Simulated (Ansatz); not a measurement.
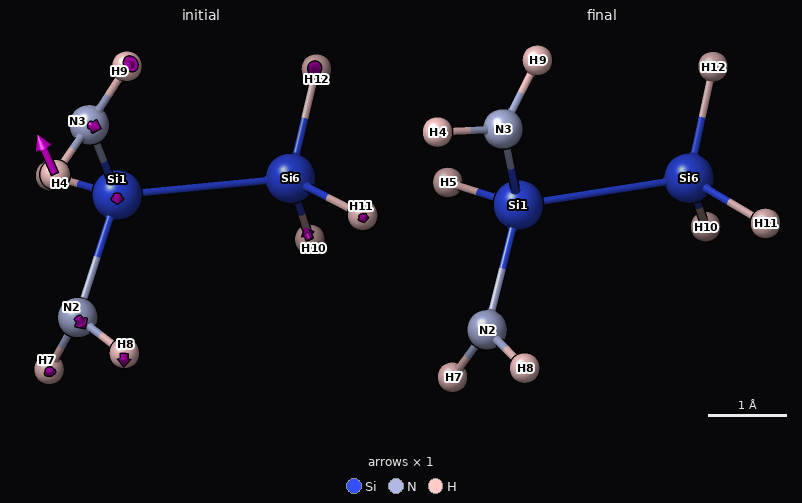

The structure of Si2N2H8 before (left) and after (right) a relaxation, at one scale. The purple arrows give the displacements, at their true length.

Style: ball-and-stick. Shown at a tilt.

The run prepares an end point of a later path (reaction) calculation, from a guessed geometry.

These are results of UHF/6-31G* in Ansatz 0.2.0, not measurements.

The input:
```yaml
crystal:
  periodic: [false, false, false]
  atoms:
    - { symbol: Si, position_ang: [-0.244942, 0.490467, -0.377659] }
    - { symbol: "N", position_ang: [0.788282, 1.592424, 0.566761] }
    - { symbol: "N", position_ang: [0.877666, 0.166072, -1.624985] }
    - { symbol: H, position_ang: [1.670261, 0.760333, -1.439969] }
    - { symbol: H, position_ang: [-1.423534, 1.295631, -0.761535] }
    - { symbol: Si, position_ang: [-1.022437, -1.457315, 0.704011] }
    - { symbol: H, position_ang: [0.351092, 2.326616, 1.086332] }
    - { symbol: H, position_ang: [1.523206, 1.19068, 1.11488] }
    - { symbol: H, position_ang: [1.075441, -0.677874, -2.112085] }
    - { symbol: H, position_ang: [-2.005511, -1.117255, 1.757971] }
    - { symbol: H, position_ang: [0.092588, -2.196149, 1.342037] }
    - { symbol: H, position_ang: [-1.681913, -2.37363, -0.255559] }
magnetization:
  spin_polarized: true
basis:
  gaussian: { orbitals: "6-31G*" }
hamiltonian:
  xc: hf
relax:
  f_tol: 0.03
  max_steps: 50
```

Run as
```bash
ansatz run input.yaml --threads 2 --pin off --max-ram 3072MiB --backend cpu --events-out ev --progress --plain --runs-dir out
```

Q: What changed between the two?

A: The atom that moves furthest after the best rigid fit is H4 (0.60 Å). Largest moves by element: H 0.60 Å, N 0.22 Å, Si 0.16 Å. Near-neighbour distances that change, for instance: Si1–N2 1.782 → 1.722 Å, Si1–N3 1.709 → 1.723 Å, N3–H4 1.008 → 0.999 Å, Si1–H5 1.478 → 1.484 Å. Bond angles that change, for instance: Si1–N3–H4 105.7° → 120.2°, N2–Si1–N3 97.1° → 107.6°, Si1–N3–H9 130.5° → 121.9°. The energy falls by 6.51 kcal/mol in 8 accepted moves (11 points after the start). The largest force component goes from 0.93 to 0.03 eV/Å. The line search rejected the trial steps at points 2, 5, 9 of the run.
